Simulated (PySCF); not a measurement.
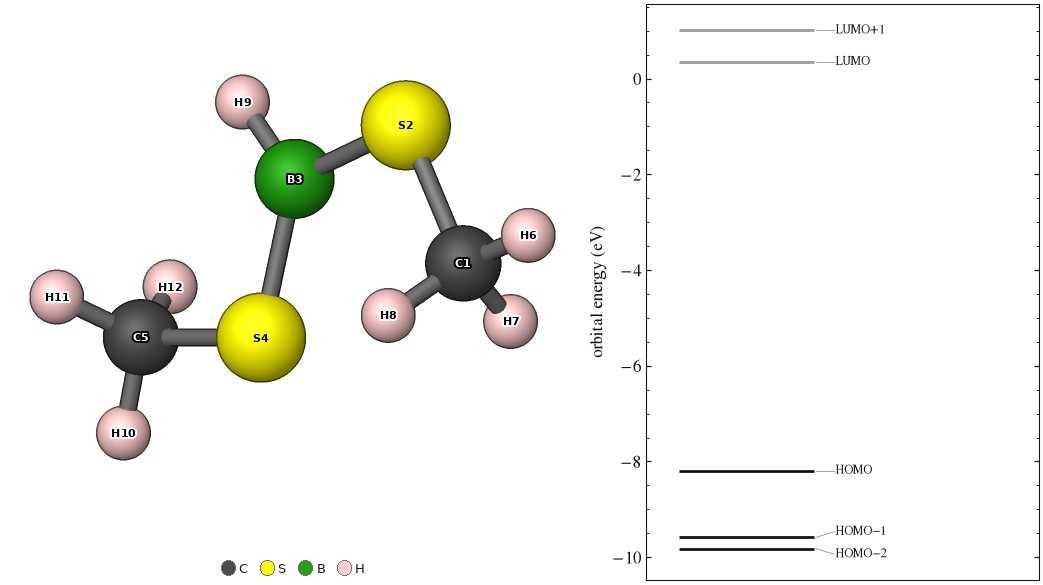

C₂H₇BS₂, SMILES CSBSC. Kohn-Sham orbital energies near the frontier, CAM-B3LYP/def2-SVPD (IEF-PCM chloroform) with PySCF, at a PBE0-D3(BJ)/def2-SVP geometry (no frequency check); empty levels in grey, levels within 0.03 eV side by side.

> Where do the frontier orbitals lie?

HOMO at −8.19 eV, LUMO at 0.35 eV, 8.54 eV apart.

> List the levels with the atoms that carry most of them (a dash for levels above zero or within 0.03 eV of another, where shares mean little).

| orbital | energy (eV) | Löwdin shares |
| --- | --- | --- |
| LUMO+1 | 1.01 | – |
| LUMO | 0.35 | – |
| HOMO | −8.19 | S2/S4 38 % each, B3 9 % |
| HOMO−1 | −9.59 | S4/S2 30 % each, B3 19 % |
| HOMO−2 | −9.82 | S4 36 %, S2 24 %, B3 16 % |

Known limits of this run: one conformer of a flexible molecule; empty levels above zero depend strongly on the basis.
